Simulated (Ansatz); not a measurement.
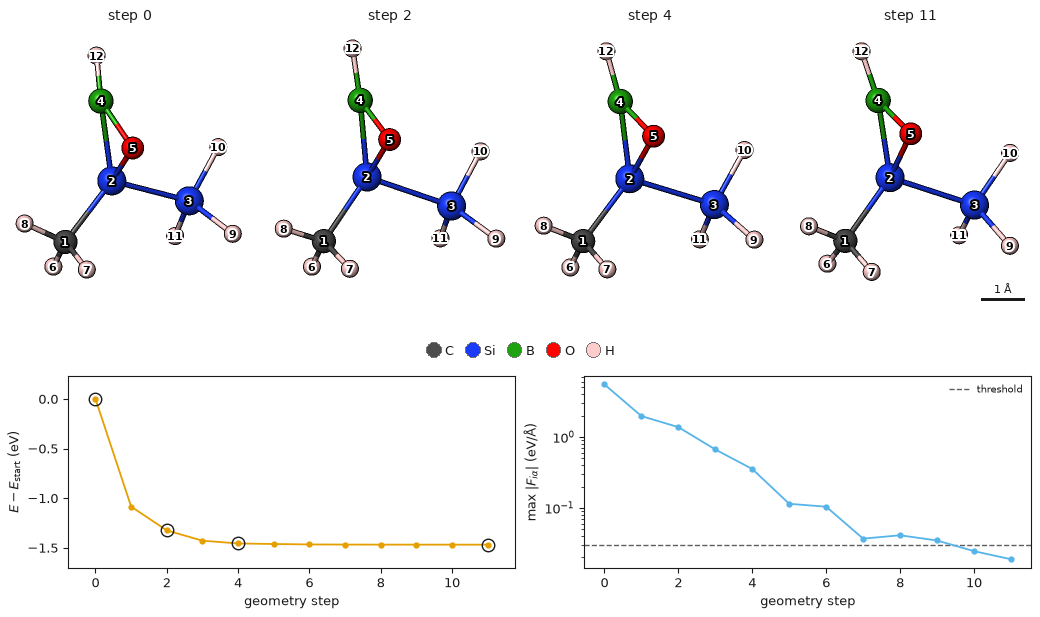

Frames of a relaxation of CH7BOSi2 (coarse preliminary run), marked on the history of the run. A ball-and-stick model, seen at a tilt.

The start comes from a force field.

These are results of RKS PBE-D4/def2-SVP in Ansatz, not measurements.

Input file:
```yaml
crystal:
  periodic: [false, false, false]
  atoms:
    - {symbol: C, position_ang: [-1.828000, -0.218300, 0.101300]}
    - {symbol: Si, position_ang: [-0.093500, 0.141300, -0.346700]}
    - {symbol: Si, position_ang: [1.440900, -0.921600, 0.822700]}
    - {symbol: B, position_ang: [0.450900, 1.600500, -1.644400]}
    - {symbol: O, position_ang: [0.205300, 1.778500, -0.216700]}
    - {symbol: H, position_ang: [-2.060800, -1.251100, 0.112300]}
    - {symbol: H, position_ang: [-2.069300, 0.262800, 1.090400]}
    - {symbol: H, position_ang: [-2.494200, 0.313100, -0.678600]}
    - {symbol: H, position_ang: [1.500100, -0.372600, 2.248600]}
    - {symbol: H, position_ang: [2.788300, -0.716300, 0.229700]}
    - {symbol: H, position_ang: [1.151700, -2.359200, 0.893700]}
    - {symbol: H, position_ang: [1.085600, 1.687700, -2.578400]}
basis:
  gaussian: {orbitals: def2-SVP}
hamiltonian: {xc: pbe, dispersion: d4}
relax: {f_tol: 0.03, max_steps: 200}
```

Command:
```bash
ansatz run in.yaml --threads 4 --pin off --events-out ev --progress --plain --max-ram 10444MiB
```

### What happens along the run?

H12 moves most after the best rigid fit: 0.48 Å. Largest moves by element: H 0.48 Å, O 0.34 Å, B 0.21 Å, Si 0.16 Å, C 0.07 Å. Some distances before and after: Si2–O5 1.669 → 1.849 Å, Si2–Si3 2.203 → 2.347 Å, B4–O5 1.460 → 1.338 Å, Si2–B4 2.027 → 1.938 Å. Among the angles between lasting bonds that change: Si2–B4–H12 137.2° → 162.1°, O5–B4–H12 153.1° → 132.1°, Si2–B4–O5 54.3° → 65.8°. Groups turn about B4–O5 by about 55°. After 11 geometry steps the energy has fallen by 1.468 eV. The largest force component goes from 5.5 to 0.019 eV/Å. The run took 13 s on 4 threads of Arm Neoverse V2, with other jobs on the host. From step 0 to 2: H12 moves most (0.38 Å), energy −1.324 eV. From step 2 to 4: H12 moves most (0.16 Å), energy −0.131 eV. From step 4 to 11: H8 moves most (0.19 Å), energy −0.012 eV.

```csv
step,"E − E(0), eV","largest force component, eV/Å"
0,0.0000,5.5035
1,-1.0837,1.9718
2,-1.3240,1.3774
3,-1.4275,0.6666
4,-1.4552,0.3538
5,-1.4608,0.1143
6,-1.4653,0.1040
7,-1.4666,0.0369
8,-1.4670,0.0411
9,-1.4673,0.0347
10,-1.4674,0.0245
11,-1.4675,0.0189
```
